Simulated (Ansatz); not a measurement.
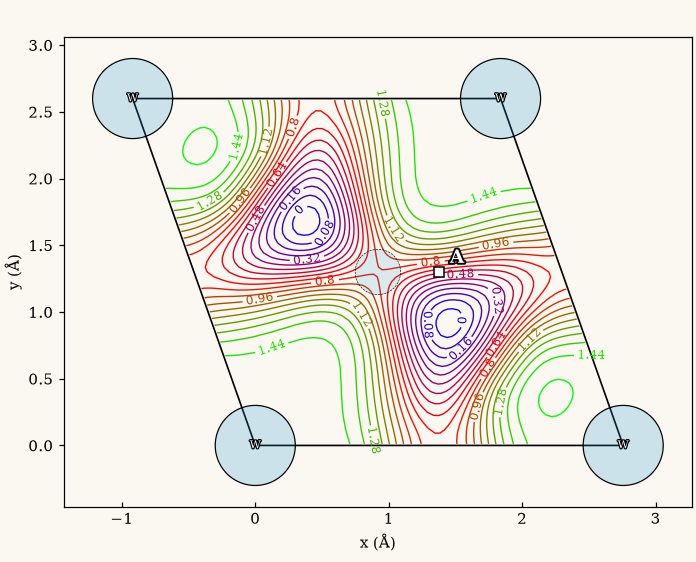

O on a W(110) slab cut from the Im-3m phase, its upper half relaxed before the scan (3 atoms of substrate and one adsorbate in a 1 × 1 cell). O is moved over the surface cell; relaxed at each place: the height of the adsorbate's atoms; substrate rigid; the origin of the map has the adsorbate above W3. Places are given modulo a cell vector. The map is drawn in real space over the plane of the surface. The scan uses a 6 × 6 grid; 13 points were computed and 23 follow by symmetry. Energies are in eV, from the lowest grid point. With one adsorbate in each 1 × 1 cell, its nearest image is 2.8 Å away, so neighbouring adsorbates interact. The runs have no spin polarisation; a magnetic state may lie lower. All numbers below come from Ansatz 0.2.0, DFT PBE, scalar-relativistic, plane waves, PAW. Settings: cutoff 420 eV, k-mesh 10×10×1, gaussian smearing 0.1 eV, no spin polarisation.

In the figure: contour lines labelled in eV, labelled circles for the atoms of the top layer and small ones for the second layer, the outline of one cell of the plane, the point A. Between grid points the surface is interpolated.

Is A at rest? If not, where is it pushed?

A, at (4/6, 3/6) of the cell vectors, is not a stationary point. The computed force is 2.8 eV/Å in the plane, pointing down in the picture (components 0.4 and −2.8 eV/Å).

PAW datasets: the set soft_1.
